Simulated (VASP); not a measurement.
Band structure of SiS2 (space group I-42d). These are PBEsol GGA, VASP's PBE PAW potentials (set 64) (plane waves; VASP) values and carry that method's errors.

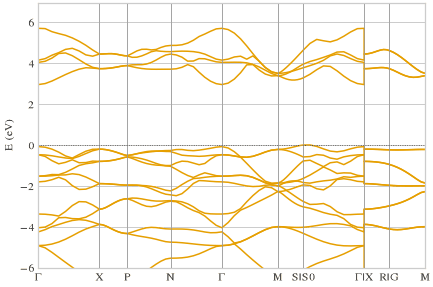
Figure: Bands along high-symmetry lines, zero at the valence-band maximum or, without a gap, the Fermi level

Question: Read the plot: is there a gap, and where are the band edges?

Answer: The gap is indirect, 2.95 eV, from the valence maximum at S0-Γ at 0.11 to the conduction minimum at Γ. (Edges off the drawn lines would not show.)

The structure comes from a computed database's SiS2 entry (I-42d); how it stands against other phases isn't given here. It was relaxed first.
